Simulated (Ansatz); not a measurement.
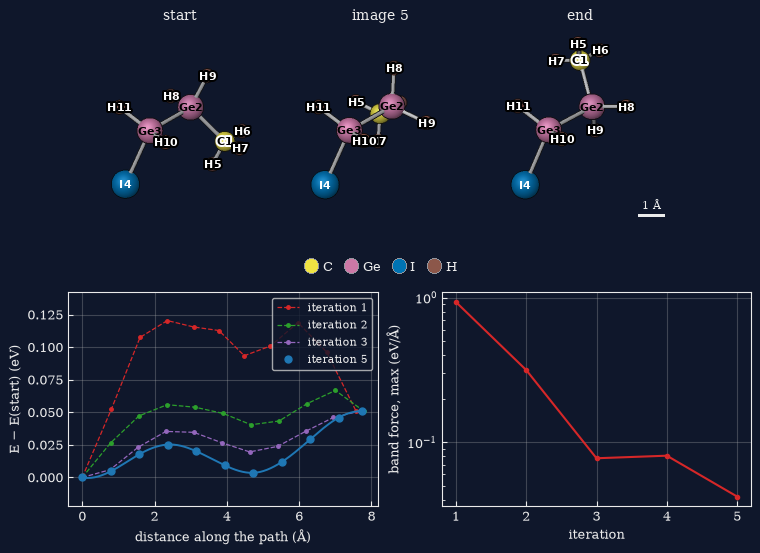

A nudged-elastic-band calculation for CH$_{7}$Ge$_{2}$I. Images are numbered from 0 (start) to 10 (end). The plot follows the band through its iterations. Style: ball-and-stick. Shown at a tilt.

Method: RKS PBE/def2-SVP in Ansatz. Run with 9 movable images; climbing image; force threshold 0.05 eV/Å; iteration limit 42; starting path by image-dependent pair potential.

### Judge this run.

The run is converged, with reservations. The band converged in 5 iterations. The largest component of the band force went from 0.93 to 0.042 eV/Å. The first iteration put the highest image at 0.120 eV. Relative to the start the highest point is image 10 at +0.051 eV and the end lies at +0.051 eV, but the profile dips to 0.004 eV at image 6 on the way, so there is an intermediate minimum on the way.
